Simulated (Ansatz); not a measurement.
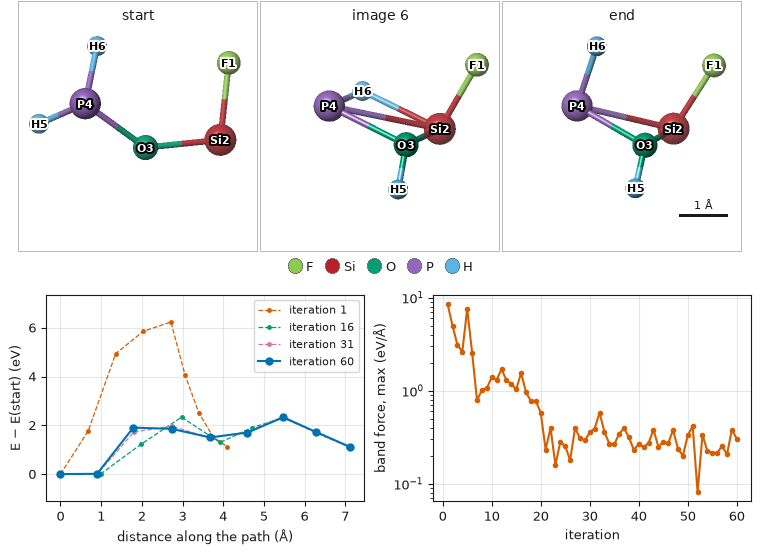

NEB run on SiPH₂OF. Images are numbered from 0 (start) to 8 (end). The plot follows the band through its iterations. A ball-and-stick model, seen face on.

Level of theory: Ansatz, RKS PBE0-D4/def2-SVP. Set-up: 7 movable images; climbing image; force threshold 0.05 eV/Å; iteration limit 60; starting path through a guess of the saddle point.

Did the band converge, and can the barrier be trusted?

The result isn't final. The band hadn't converged when the run stopped after 60 iterations. The largest component of the band force went from 8.6 to 0.3 eV/Å. The barrier read from it is provisional, though the highest image hardly moved in the last two iterations. The first iteration put the highest image at 6.23 eV. The energy climbs by 2.33 eV to image 6 and then falls by 1.21 eV, so the end point sits at +1.12 eV. The profile has 2 maxima (images 2, 6) with a dip at image 4 (+1.50 eV), which on an unconverged band is provisional.

The run took 14 min on 1 thread of Arm Neoverse V2, on a shared host, peak memory 0.14 GiB.
